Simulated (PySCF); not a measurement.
SMILES C(/F)=C/CC at its GFN2-xTB optimised geometry (Å):

```
12

C      1.4639    -0.9333     0.0000
C     -0.0638    -0.9333     0.0000
C     -0.6035     0.4610     0.0000
C     -1.4515     0.9482     0.8853
F     -1.9395     0.2097     1.9012
H      1.8405    -1.9531    -0.0143
H      1.8467    -0.4112    -0.8744
H      1.8433    -0.4376     0.8906
H     -0.4208    -1.4488    -0.8966
H     -0.4367    -1.4714     0.8724
H     -0.2583     1.1188    -0.7833
H     -1.8467     1.9531     0.9010
```

Calculation: PBE0/def2-TZVP in PySCF. Cells within 0.4 Å of a nucleus heavier than hydrogen are left out (blank, or x).

Map of the HOMO amplitude (bohr^(-3/2)) on the plane z = 1.0 Å; orbital energy -7.24 eV, overall sign arbitrary:

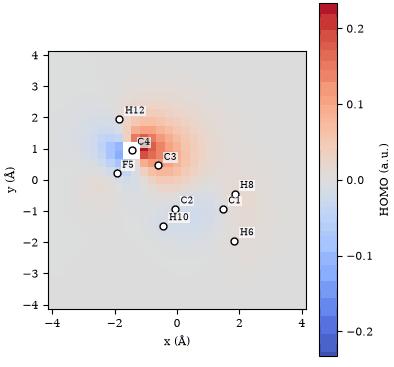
Figure: HOMO amplitude (bohr^(-3/2)) on the plane z = 1.0 Å.
